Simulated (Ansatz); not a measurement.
Read the following structure.

```
CELL_PARAMETERS angstrom
5.30389 0.00000 0.00000
0.00000 5.30389 0.00000
0.00000 0.00000 5.30389
ATOMIC_POSITIONS crystal
Co 0.00000 0.00000 0.00000
Si 0.25000 0.25000 0.75000
Si 0.25000 0.75000 0.75000
Co 0.00000 0.50000 0.50000
Si 0.25000 0.75000 0.25000
Si 0.25000 0.25000 0.25000
Co 0.50000 0.00000 0.50000
Si 0.75000 0.25000 0.25000
Si 0.75000 0.75000 0.25000
Co 0.50000 0.50000 0.00000
Si 0.75000 0.75000 0.75000
Si 0.75000 0.25000 0.75000
```

Summarise the structure in words.

Answer. Formula: CoSi$_{2}$. The atoms follow space group Fm-3m (No. 225); the Bravais lattice is face-centred cubic. Structure type: fluorite (CaF₂ type). In the cell are 4 Co, 8 Si, which makes 4 formula units. The Co atoms are each bonded to eight Si in a cubic arrangement at 2.30 Å. The coordination shell of Si holds four Co in a tetrahedral arrangement at 2.30 Å. The bonds build a three-dimensional framework.

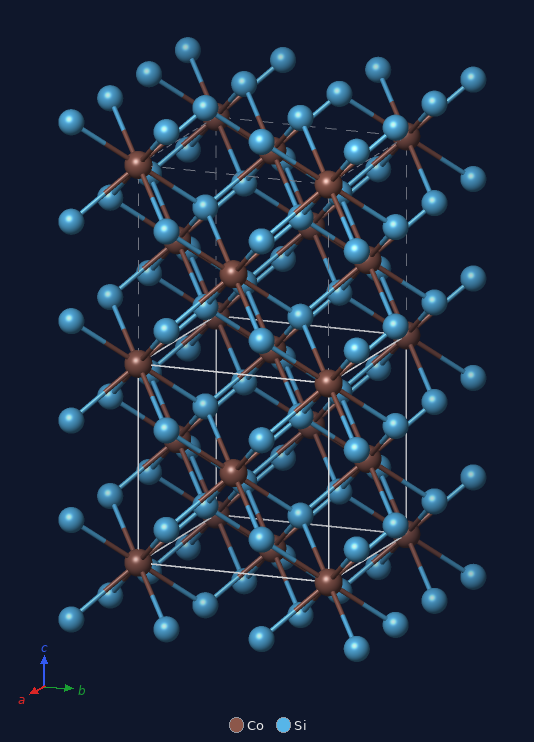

Ball-and-stick representation of a periodic structure, projected slightly off an axis. Shown are 1×1×2 repeats of the conventional unit cell, one of them outlined in solid lines. A few atoms beyond the faces are included.

Provenance: a structure listed in the Materials Project. The geometry was optimised with DFT PBE+D3(BJ), scalar-relativistic, plane waves, PAW (Ansatz).
